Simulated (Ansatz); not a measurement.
# WCl₄F₂: a spread of methods and bases

Aim: run WCl₄F₂ under a spread of inputs, and see what each costs and gives.

The runs use Ansatz 0.2.0, Gaussian basis; the settings change from run to run.

## Step 1: The molecule

An earlier PBE0-D4 in a triple-zeta def2 set relaxation fixed the geometry. W takes a core potential in def2 sets; no spin-orbit term is included.

SMILES `[F][W]([F])([Cl])([Cl])([Cl])[Cl]`, 7 atoms, charge 0, spin multiplicity 1.

Atoms are counted from 1 here; the program's logs count them from 0.

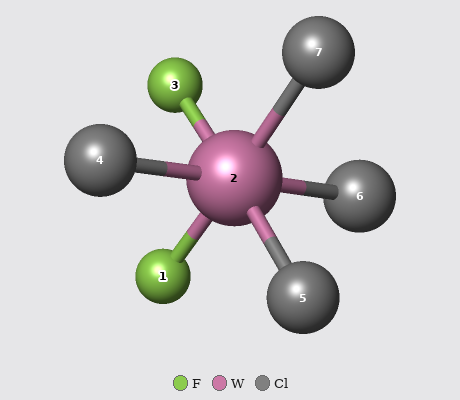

The geometry (fluorine green, tungsten pink, chlorine grey); atoms are numbered from 1 in the order of the file.

## Step 2: B2GP-PLYP/def2-mTZVPP

Contents of in.yaml:

```yaml
crystal:
  periodic: [false, false, false]
  atoms:
    - {symbol: F, position_ang: [-1.305024, 0.101341, -1.348311]}
    - {symbol: W, position_ang: [-0.030926, -0.011625, -0.008691]}
    - {symbol: F, position_ang: [-1.426013, -0.252071, 1.185707]}
    - {symbol: Cl, position_ang: [0.004662, -2.269767, -0.321917]}
    - {symbol: Cl, position_ang: [1.608995, 0.289501, -1.547720]}
    - {symbol: Cl, position_ang: [-0.244194, 2.238031, 0.294871]}
    - {symbol: Cl, position_ang: [1.453900, -0.163509, 1.700361]}
basis:
  gaussian: {orbitals: def2-mTZVPP}
hamiltonian: {xc: {name: B2GP-PLYP}}
```

Launch:

```sh
ansatz run in.yaml --threads 4 --pin off --events-out ev --progress --plain --max-ram 11315MiB
```

The log of the run:

```text
Functional definition: B2GP-PLYP
  name "B2GP-PLYP"
  cite "Karton, Tarnopolsky, Lamère, Schatz & Martin, J. Phys. Chem. A 112, 12868 (2008) doi:10.1021/jp801805p"
  cite "Becke, Phys. Rev. A 38, 3098 (1988) doi:10.1103/PhysRevA.38.3098"
  cite "Lee, Yang & Parr, Phys. Rev. B 37, 785 (1988) doi:10.1103/PhysRevB.37.785"
  parameter a = 0.65
  parameter c = 0.36
  exchange = (1 - a)*b88_x + a*exact_x
  correlation = (1 - c)*lyp_c + c*(mp2_os + mp2_ss)
1792 factors; integrals over basis functions are off by at most 2.0e-4 eV
mean field evaluation 1: about -57301.8547 eV, gradient 7.1e1 eV
mean field evaluation 2: about -57301.8814 eV, gradient 7.2e1 eV
mean field evaluation 4: about -57312.0411 eV, gradient 1.3e1 eV
mean field evaluation 8: about -57312.2708 eV, gradient 1.1e0 eV
mean field evaluation 16: about -57312.2742 eV, gradient 5.6e-4 eV
mean field evaluation 32: about -57299.9740 eV, gradient 4.9e1 eV
mean field -57312.27416010 eV, -2106.1872277288 hartree, gradient 5.5e-6 eV, S^2 0.000000; 0 other end points of the search recorded, 0 dependent functions left out
22 core orbitals not correlated: weight in the atoms' cores, before any rotation towards them, 1.000 or more for the frozen orbitals, at most 0.000 for the correlated occupied ones
reference -57312.27429987 eV, -2106.1872328655 hartree; 28, 28 occupied and 142, 142 virtual orbitals, 1792 factors
second order -46.95904962 eV of doubles, -0.00000000 eV of singles
Total energy: -57329.17955774 eV, -2106.8084896332 hartree
```

Wall time 11 s (4 threads of Intel Xeon Platinum 8259CL at 2.50GHz, shared host); peak memory 0.9 GiB.

## Step 3: rPW86-PBE/x2c-TZVPPall

This run has D4 dispersion.

in.yaml, as its differences from that of step 2:

```diff
@@ -11,3 +11,4 @@
 basis:
-  gaussian: {orbitals: def2-mTZVPP}
-hamiltonian: {xc: {name: B2GP-PLYP}}
+  gaussian: {orbitals: x2c-TZVPPall}
+hamiltonian: {xc: {name: rPW86-PBE}, dispersion: d4}
+output: {forces: true}
```

The command is unchanged.

The log of the run (excerpt; [...] marks lines left out):

```text
Functional definition: rPW86-PBE
  name "rPW86-PBE"
  cite "Murray, Lee & Langreth, J. Chem. Theory Comput. 5, 2754 (2009) doi:10.1021/ct900365q"
  cite "Perdew, Burke & Ernzerhof, Phys. Rev. Lett. 77, 3865 (1996) doi:10.1103/PhysRevLett.77.3865"
  parent pbe
[...]
2291 factors; their error is unknown
[...]
mean field -495175.24078776 eV, -18197.3544571168 hartree, gradient 2.3e-5 eV, S^2 0.000000; 0 other end points of the search recorded, 0 dependent functions left out
[...]
reference -495175.24094534 eV, -18197.3544629080 hartree; 80, 80 occupied and 247, 247 virtual orbitals, 2291 factors
Total energy: -495175.66997115 eV, -18197.3702293155 hartree
Relativity: scalar
Atom 0 at    -1.305024     0.101341    -1.348311 Å, force    -0.810349     0.072724    -0.858637 eV/Å
Atom 1 at    -0.030926    -0.011625    -0.008691 Å, force     0.664621     0.031753     0.036194 eV/Å
Atom 2 at    -1.426013    -0.252071     1.185707 Å, force    -0.887956    -0.153846     0.766232 eV/Å
Atom 3 at     0.004662    -2.269767    -0.321917 Å, force     0.012955    -0.762374    -0.105743 eV/Å
Atom 4 at     1.608995     0.289501    -1.547720 Å, force     0.573213     0.105828    -0.542356 eV/Å
Atom 5 at    -0.244194     2.238031     0.294871 Å, force    -0.071066     0.759599     0.102569 eV/Å
Atom 6 at     1.453900    -0.163509     1.700361 Å, force     0.518581    -0.053684     0.601741 eV/Å
Dipole moment:     0.221546     0.010579     0.012049 e Å
```

It took 19 s on 4 threads of Intel Xeon Platinum 8259CL at 2.50GHz, shared host; peak memory 1 GiB.

Largest force 1.183 eV/Å, dipole 1.07 D.

## Step 4: PBEsol/def2-mTZVPP

Options: charge +1, multiplicity 2, D3(BJ) dispersion.

in.yaml, as its differences from that of step 3:

```diff
@@ -11,4 +11,6 @@
 basis:
-  gaussian: {orbitals: x2c-TZVPPall}
-hamiltonian: {xc: {name: rPW86-PBE}, dispersion: d4}
+  gaussian: {orbitals: def2-mTZVPP}
+total_charge: 1
+magnetization: {spin_polarized: true, initial_magnetization: 1}
+hamiltonian: {xc: {name: PBEsol}, dispersion: d3bj}
 output: {forces: true}
```

The command is unchanged.

The log of the run (excerpt; [...] marks lines left out):

```text
Functional definition: PBEsol
  name "PBEsol"
  cite "Perdew et al., Phys. Rev. Lett. 100, 136406 (2008) doi:10.1103/PhysRevLett.100.136406"
  cite "Perdew, Burke & Ernzerhof, Phys. Rev. Lett. 77, 3865 (1996) doi:10.1103/PhysRevLett.77.3865"
  parent pbesol
[...]
1694 factors; their error is unknown
[...]
mean field -57232.87515763 eV, -2103.2693682067 hartree, gradient 3.1e-6 eV, S^2 0.754823; 10 other end points of the search recorded, 0 dependent functions left out
[...]
reference -57232.87519891 eV, -2103.2693697239 hartree; 50, 49 occupied and 142, 143 virtual orbitals, 1694 factors
Total energy: -57233.03956735 eV, -2103.2754101524 hartree
Atom 0 at    -1.305024     0.101341    -1.348311 Å, force    -0.052541     0.023635    -0.194122 eV/Å
Atom 1 at    -0.030926    -0.011625    -0.008691 Å, force    -1.129468    -0.053956    -0.061462 eV/Å
Atom 2 at    -1.426013    -0.252071     1.185707 Å, force    -0.070785    -0.029530     0.187415 eV/Å
Atom 3 at     0.004662    -2.269767    -0.321917 Å, force     0.248589    -0.546761    -0.064403 eV/Å
Atom 4 at     1.608995     0.289501    -1.547720 Å, force     0.431953     0.087832    -0.467675 eV/Å
Atom 5 at    -0.244194     2.238031     0.294871 Å, force     0.187073     0.567581     0.088112 eV/Å
Atom 6 at     1.453900    -0.163509     1.700361 Å, force     0.385179    -0.048800     0.512135 eV/Å
Dipole moment:     0.464441     0.022182     0.025269 e Å
```

It took 34 s on 4 threads of Intel Xeon Platinum 8259CL at 2.50GHz, shared host; peak memory 0.76 GiB.

Largest force 1.132 eV/Å, ⟨S²⟩ 0.755.

## Step 5: revPBE0/def2-SVPD

Set apart from the defaults: charge -1, multiplicity 2, atoms shaken by 0.15 Å, high accuracy.

Contents of in.yaml:

```yaml
crystal:
  periodic: [false, false, false]
  atoms:
    - {symbol: F, position_ang: [-1.067720, -0.017771, -1.616222]}
    - {symbol: W, position_ang: [0.180155, 0.093750, -0.122984]}
    - {symbol: F, position_ang: [-1.358713, -0.216165, 0.983397]}
    - {symbol: Cl, position_ang: [-0.011214, -2.483538, -0.278574]}
    - {symbol: Cl, position_ang: [1.721257, 0.516130, -1.578496]}
    - {symbol: Cl, position_ang: [-0.213683, 2.272227, 0.436048]}
    - {symbol: Cl, position_ang: [1.709171, -0.168226, 1.416892]}
basis:
  gaussian: {orbitals: def2-SVPD}
total_charge: -1
magnetization: {spin_polarized: true, initial_magnetization: 1}
hamiltonian: {xc: {name: revPBE0}}
accuracy: high
output: {forces: true}
```

Launched as before.

The log of the run (excerpt; [...] marks lines left out):

```text
Functional definition: revPBE0
  name "revPBE0"
  cite "Zhang & Yang, Phys. Rev. Lett. 80, 890 (1998) doi:10.1103/PhysRevLett.80.890"
  cite "Adamo & Barone, J. Chem. Phys. 110, 6158 (1999) doi:10.1063/1.478522"
  cite "Perdew, Burke & Ernzerhof, Phys. Rev. Lett. 77, 3865 (1996) doi:10.1103/PhysRevLett.77.3865"
[...]
3733 factors; integrals over basis functions are off by at most 3.2e-9 eV
[...]
mean field -57330.00481342 eV, -2106.8388172201 hartree, gradient 6.1e-8 eV, S^2 0.754305; 4 other end points of the search recorded, 0 dependent functions left out
[...]
reference -57330.00481696 eV, -2106.8388173502 hartree; 51, 50 occupied and 138, 139 virtual orbitals, 3733 factors
Total energy: -57330.00481696 eV, -2106.8388173502 hartree
Atom 0 at    -1.067720    -0.017771    -1.616222 Å, force     0.164567     0.431777     0.328245 eV/Å
Atom 1 at     0.180155     0.093750    -0.122984 Å, force    -5.260880    -3.031845     0.283930 eV/Å
Atom 2 at    -1.358713    -0.216165     0.983397 Å, force     0.212772     0.109124    -0.050817 eV/Å
Atom 3 at    -0.011214    -2.483538    -0.278574 Å, force     0.445178     0.931975    -0.169248 eV/Å
Atom 4 at     1.721257     0.516130    -1.578496 Å, force     2.570028     0.634292    -2.623640 eV/Å
Atom 5 at    -0.213683     2.272227     0.436048 Å, force    -0.129510     1.278263    -0.059288 eV/Å
Atom 6 at     1.709171    -0.168226     1.416892 Å, force     1.997845    -0.353586     2.290819 eV/Å
Dipole moment:     0.525278     0.587557     0.071311 e Å
```

It took 70 s on 4 threads of Intel Xeon Platinum 8259CL at 2.50GHz, shared host; peak memory 2 GiB.

Largest force 6.079 eV/Å, ⟨S²⟩ 0.754.

## Step 6: wPBEh/def2-TZVPP

Set apart from the defaults: atoms shaken by 0.08 Å.

Contents of in.yaml:

```yaml
crystal:
  periodic: [false, false, false]
  atoms:
    - {symbol: F, position_ang: [-1.510704, 0.023046, -1.402459]}
    - {symbol: W, position_ang: [-0.020059, 0.042082, 0.136437]}
    - {symbol: F, position_ang: [-1.412747, -0.122283, 1.090925]}
    - {symbol: Cl, position_ang: [-0.066416, -2.294063, -0.313024]}
    - {symbol: Cl, position_ang: [1.667816, 0.421390, -1.551475]}
    - {symbol: Cl, position_ang: [-0.122146, 2.299018, 0.432032]}
    - {symbol: Cl, position_ang: [1.478197, -0.178206, 1.696910]}
basis:
  gaussian: {orbitals: def2-TZVPP}
hamiltonian: {xc: {name: wPBEh}}
output: {forces: true}
```

The command is unchanged.

The log of the run (excerpt; [...] marks lines left out):

```text
Functional definition: wPBEh
  name "wPBEh"
  cite "Heyd, Scuseria & Ernzerhof, J. Chem. Phys. 118, 8207 (2003) doi:10.1063/1.1564060"
  cite "Krukau, Vydrov, Izmaylov & Scuseria, J. Chem. Phys. 125, 224106 (2006) doi:10.1063/1.2404663"
  cite "Heyd & Scuseria, J. Chem. Phys. 120, 7274 (2004) doi:10.1063/1.1668634"
  cite "Ernzerhof & Perdew, J. Chem. Phys. 109, 3313 (1998) doi:10.1063/1.476928"
  cite "Perdew, Burke & Ernzerhof, Phys. Rev. Lett. 77, 3865 (1996) doi:10.1103/PhysRevLett.77.3865"
  parent pbe
[...]
2012 factors; their error is unknown
100 factors; integrals over basis functions are off by at most 2.4e-7 eV
[...]
mean field -57340.54567203 eV, -2107.2261866292 hartree, gradient 7.0e-5 eV, S^2 0.000000; 0 other end points of the search recorded, 0 dependent functions left out
[...]
reference -57340.54571564 eV, -2107.2261882320 hartree; 50, 50 occupied and 236, 236 virtual orbitals, 2012 factors
Total energy: -57340.54571564 eV, -2107.2261882320 hartree
Atom 0 at    -1.510704     0.023046    -1.402459 Å, force     2.771629     0.428828     2.457122 eV/Å
Atom 1 at    -0.020059     0.042082     0.136437 Å, force     2.325451    -0.289321    -8.370233 eV/Å
Atom 2 at    -1.412747    -0.122283     1.090925 Å, force    -4.627343    -0.555515     3.613391 eV/Å
Atom 3 at    -0.066416    -2.294063    -0.313024 Å, force     0.285525     1.314734     0.372013 eV/Å
Atom 4 at     1.667816     0.421390    -1.551475 Å, force    -1.356785    -0.367105     1.008589 eV/Å
Atom 5 at    -0.122146     2.299018     0.432032 Å, force    -0.200955    -0.149017    -0.190882 eV/Å
Atom 6 at     1.478197    -0.178206     1.696910 Å, force     0.802479    -0.382605     1.109999 eV/Å
Dipole moment:     0.351693     0.113955     0.752107 e Å
```

Run time: 15 s. Hardware: 4 threads of Intel Xeon Platinum 8259CL at 2.50GHz, shared host; peak memory 1.4 GiB.

Largest force 8.692 eV/Å, dipole 4.03 D.

## Step 7: LC-wPBE/ANO-RCC-VTZP

This run has charge +1, multiplicity 2, the search for lower states set to full.

Contents of in.yaml:

```yaml
crystal:
  periodic: [false, false, false]
  atoms:
    - {symbol: F, position_ang: [-1.305024, 0.101341, -1.348311]}
    - {symbol: W, position_ang: [-0.030926, -0.011625, -0.008691]}
    - {symbol: F, position_ang: [-1.426013, -0.252071, 1.185707]}
    - {symbol: Cl, position_ang: [0.004662, -2.269767, -0.321917]}
    - {symbol: Cl, position_ang: [1.608995, 0.289501, -1.547720]}
    - {symbol: Cl, position_ang: [-0.244194, 2.238031, 0.294871]}
    - {symbol: Cl, position_ang: [1.453900, -0.163509, 1.700361]}
basis:
  gaussian: {orbitals: ANO-RCC-VTZP}
total_charge: 1
magnetization: {spin_polarized: true, initial_magnetization: 1}
hamiltonian: {xc: {name: LC-wPBE}}
scf: {lower_state_search: full}
```

Launched as before.

The log of the run (excerpt; [...] marks lines left out):

```text
Functional definition: LC-wPBE
  name "LC-wPBE"
  cite "Vydrov & Scuseria, J. Chem. Phys. 125, 234109 (2006) doi:10.1063/1.2409292"
  cite "Heyd & Scuseria, J. Chem. Phys. 120, 7274 (2004) doi:10.1063/1.1668634"
  cite "Ernzerhof & Perdew, J. Chem. Phys. 109, 3313 (1998) doi:10.1063/1.476928"
  cite "Perdew, Burke & Ernzerhof, Phys. Rev. Lett. 77, 3865 (1996) doi:10.1103/PhysRevLett.77.3865"
  parent pbe
[...]
2732 factors; their error is unknown
508 factors; integrals over basis functions are off by at most 1.7e-5 eV
[...]
mean field -495001.90994707 eV, -18190.9846662093 hartree, gradient 8.7e-6 eV, S^2 0.811809; 14 other end points of the search recorded, 0 dependent functions left out
reference -495001.90994708 eV, -18190.9846662097 hartree; 80, 79 occupied and 220, 221 virtual orbitals, 2732 factors
Total energy: -495001.90994708 eV, -18190.9846662097 hartree
Relativity: scalar
```

It took 7.5 min on 4 threads of Intel Xeon Platinum 8259CL at 2.50GHz, shared host; peak memory 3.6 GiB.

⟨S²⟩ 0.812.

## Step 8: LC-wPBE/def2-TZVPD

This run has the search for lower states set to off.

in.yaml, as its differences from that of step 7:

```diff
@@ -11,6 +11,5 @@
 basis:
-  gaussian: {orbitals: ANO-RCC-VTZP}
-total_charge: 1
-magnetization: {spin_polarized: true, initial_magnetization: 1}
+  gaussian: {orbitals: def2-TZVPD}
 hamiltonian: {xc: {name: LC-wPBE}}
-scf: {lower_state_search: full}
+scf: {lower_state_search: off}
+output: {forces: true}
```

The command is unchanged.

The log of the run (excerpt; [...] marks lines left out):

```text
Functional definition: LC-wPBE
  name "LC-wPBE"
  cite "Vydrov & Scuseria, J. Chem. Phys. 125, 234109 (2006) doi:10.1063/1.2409292"
  cite "Heyd & Scuseria, J. Chem. Phys. 120, 7274 (2004) doi:10.1063/1.1668634"
  cite "Ernzerhof & Perdew, J. Chem. Phys. 109, 3313 (1998) doi:10.1063/1.476928"
  cite "Perdew, Burke & Ernzerhof, Phys. Rev. Lett. 77, 3865 (1996) doi:10.1103/PhysRevLett.77.3865"
  parent pbe
[...]
1860 factors; their error is unknown
570 factors; integrals over basis functions are off by at most 3.4e-5 eV
[...]
mean field -57344.50664042 eV, -2107.3717495330 hartree, gradient 2.8e-6 eV, S^2 0.000000; 0 other end points of the search recorded, 0 dependent functions left out
[...]
reference -57344.50664044 eV, -2107.3717495335 hartree; 50, 50 occupied and 257, 257 virtual orbitals, 1860 factors
Total energy: -57344.50664044 eV, -2107.3717495335 hartree
Atom 0 at    -1.305024     0.101341    -1.348311 Å, force     0.251533    -0.019313     0.242403 eV/Å
Atom 1 at    -0.030926    -0.011625    -0.008691 Å, force    -0.137979    -0.006579    -0.007468 eV/Å
Atom 2 at    -1.426013    -0.252071     1.185707 Å, force     0.273294     0.044367    -0.213854 eV/Å
Atom 3 at     0.004662    -2.269767    -0.321917 Å, force     0.013190     0.274688     0.038898 eV/Å
Atom 4 at     1.608995     0.289501    -1.547720 Å, force    -0.233470    -0.044981     0.234324 eV/Å
Atom 5 at    -0.244194     2.238031     0.294871 Å, force     0.043370    -0.271985    -0.035835 eV/Å
Atom 6 at     1.453900    -0.163509     1.700361 Å, force    -0.209938     0.023803    -0.258468 eV/Å
Dipole moment:     0.190619     0.009102     0.010365 e Å
Checks for a lower state left out: stability, starts, cluster_reference, orbital_swaps, neighbouring_geometries, increment
```

It took 8 s on 4 threads of Intel Xeon Platinum 8259CL at 2.50GHz, shared host; peak memory 0.94 GiB.

Largest force 0.350 eV/Å, dipole 0.92 D.

## Step 9: r2SCAN0/def2-TZVPP

Set apart from the defaults: charge -1, multiplicity 2, coordinates scaled by 0.96, high accuracy.

Contents of in.yaml:

```yaml
crystal:
  periodic: [false, false, false]
  atoms:
    - {symbol: F, position_ang: [-1.252823, 0.097288, -1.294378]}
    - {symbol: W, position_ang: [-0.029689, -0.011160, -0.008343]}
    - {symbol: F, position_ang: [-1.368973, -0.241988, 1.138278]}
    - {symbol: Cl, position_ang: [0.004475, -2.178977, -0.309040]}
    - {symbol: Cl, position_ang: [1.544636, 0.277921, -1.485811]}
    - {symbol: Cl, position_ang: [-0.234426, 2.148510, 0.283076]}
    - {symbol: Cl, position_ang: [1.395744, -0.156969, 1.632347]}
basis:
  gaussian: {orbitals: def2-TZVPP}
total_charge: -1
magnetization: {spin_polarized: true, initial_magnetization: 1}
hamiltonian: {xc: {name: r2SCAN0}}
accuracy: high
output: {forces: true}
```

Same command.

The log of the run (excerpt; [...] marks lines left out):

```text
Functional definition: r2SCAN0
  name "r2SCAN0"
  cite "Bursch, Neugebauer, Ehlert & Grimme, J. Chem. Phys. 156, 134105 (2022) doi:10.1063/5.0086040"
  cite "Furness, Kaplan, Ning, Perdew & Sun, J. Phys. Chem. Lett. 11, 8208 (2020) doi:10.1021/acs.jpclett.0c02405"
  cite "Furness, Kaplan, Ning, Perdew & Sun, J. Phys. Chem. Lett. 11, 9248 (2020) doi:10.1021/acs.jpclett.0c03077"
  parent r2scan
[...]
4701 factors; integrals over basis functions are off by at most 6.9e-8 eV
[...]
mean field -57356.46944975 eV, -2107.8113746670 hartree, gradient 3.4e-8 eV, S^2 0.753924; 4 other end points of the search recorded, 0 dependent functions left out
[...]
reference -57356.46945163 eV, -2107.8113747360 hartree; 51, 50 occupied and 235, 236 virtual orbitals, 4701 factors
Total energy: -57356.46945163 eV, -2107.8113747360 hartree
Atom 0 at    -1.252823     0.097288    -1.294378 Å, force    -3.324229     0.237617    -3.077943 eV/Å
Atom 1 at    -0.029689    -0.011160    -0.008343 Å, force     1.532235     0.073184     0.083369 eV/Å
Atom 2 at    -1.368973    -0.241988     1.138278 Å, force    -3.600188    -0.568342     2.701200 eV/Å
Atom 3 at     0.004475    -2.178977    -0.309040 Å, force     0.047091    -4.025647    -0.559216 eV/Å
Atom 4 at     1.544636     0.277921    -1.485811 Å, force     3.009384     0.541934    -2.746601 eV/Å
Atom 5 at    -0.234426     2.148510     0.283076 Å, force    -0.396462     4.008969     0.540200 eV/Å
Atom 6 at     1.395744    -0.156969     1.632347 Å, force     2.732170    -0.267716     3.058991 eV/Å
Dipole moment:     0.008982     0.000428     0.000483 e Å
```

Wall time 3.9 min (4 threads of Intel Xeon Platinum 8259CL at 2.50GHz, shared host); peak memory 3.9 GiB.

Largest force 4.537 eV/Å, ⟨S²⟩ 0.754.

## Step 10: All runs side by side

| level | charge | multiplicity | geometry | functions | energy (eV) | time |
| --- | --- | --- | --- | --- | --- | --- |
| B2GP-PLYP/def2-mTZVPP | 0 | 1 | relaxed | 192 | -57329.180 | 11 s |
| rPW86-PBE/x2c-TZVPPall | 0 | 1 | relaxed | 327 | -495175.670 | 19 s |
| PBEsol/def2-mTZVPP | 1 | 2 | relaxed | 192 | -57233.040 | 34 s |
| revPBE0/def2-SVPD | -1 | 2 | shaken | 189 | -57330.005 | 70 s |
| wPBEh/def2-TZVPP | 0 | 1 | shaken | 286 | -57340.546 | 15 s |
| LC-wPBE/ANO-RCC-VTZP | 1 | 2 | relaxed | 300 | -495001.910 | 7.5 min |
| LC-wPBE/def2-TZVPD | 0 | 1 | relaxed | 307 | -57344.507 | 8 s |
| r2SCAN0/def2-TZVPP | -1 | 2 | scaled | 286 | -57356.469 | 3.9 min |

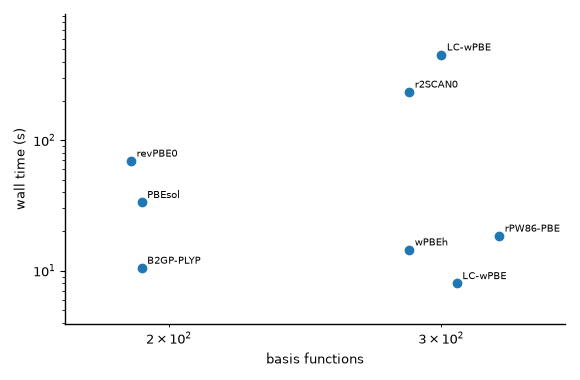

Wall time against the number of basis functions (shared host).

## Step 11: Outcome

| quantity | value |
| --- | --- |
| runs | 8 |
| quickest | LC-wPBE/def2-TZVPD, 8 s |
| slowest | LC-wPBE/ANO-RCC-VTZP, 7.5 min |
| spread of total energies, same state and geometry | 437846.5 eV |
| dipole, same state and geometry | 0.92 to 1.07 D |

**Reading.** Run time spans a factor of 57, from LC-wPBE/def2-TZVPD to LC-wPBE/ANO-RCC-VTZP. The jobs differ in tasks and options as well as level. The totals spread over 437846 eV; they can't be compared across methods or bases. Some of these runs are scalar-relativistic and others not, which shifts the totals of all-electron atoms past neon by eV; core potentials, where a basis has them, take the core out of the total altogether. At the PBE0-D4/def2-TZVP geometry and in the same state, runs without warnings or point charges leave forces up to 1.18 eV/Å (rPW86-PBE/x2c-TZVPPall), against 8.7 eV/Å where the atoms were moved.
